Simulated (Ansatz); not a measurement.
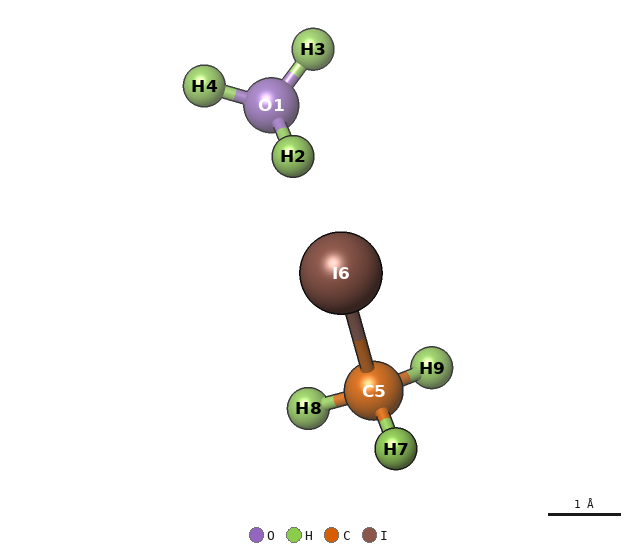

The picture comes from a calculation with Ansatz.

Orthographic view. Depth is shown by fading: the farther an atom, the more it takes the colour of the background. State: charge +1, singlet. Geometry: a pair of rigid molecules at a changed separation.

Write the connection table.

O1: H2, H3, H4
H2: O1
H3: O1
H4: O1
C5: I6, H7, H8, H9
I6: C5
H7: C5
H8: C5
H9: C5
